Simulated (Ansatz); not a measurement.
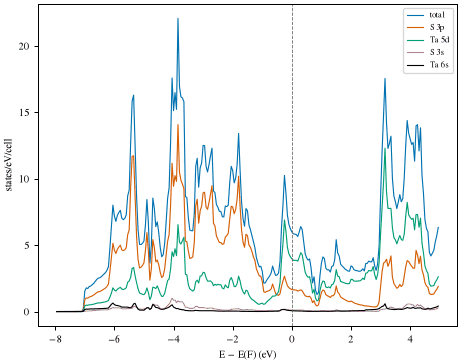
Figure: Total and projected density of states of TaS₂ in space group P6_3/mmc (No. 194; Ta on 2a, S on 4f, Ta on 2b, S on 4f), LDA in the plane-wave PAW code Ansatz

### Question
Which orbitals carry the states next to the Fermi level?

### Answer
Within 0.5 eV of the Fermi level: Ta 5d 66 %, S 3p 28 %. Projections are on Löwdin-orthogonalised atomic valence shells; empty p or d shells of many metals are not among them.

### Question
Where is the tallest occupied peak in this window, and what makes it?

### Answer
Near -3.8 eV, about 22 states/eV per cell; the largest projected share is S 3p.

The start of the workflow was typed in or built on a structure type; the Crystallography Open Database files this formula in space group No. 194, but the cells were not matched. Its standing as an ambient phase is unchecked. Symmetry was held in the LDA relaxation; its stability against distortions is not shown here. The run is not spin-polarised. A crystal of weakly bound layers computed without a dispersion correction: the cell and the soft elastic constants depend strongly on that. Scalar-relativistic: spin–orbit coupling is off unless named, which matters more the heavier the elements.

Potentials: the earlier of the program's two PAW sets. The files were generated under PBE; for other functionals the program regenerates the frozen cores, and for LDA and PBEsol the local potential too.
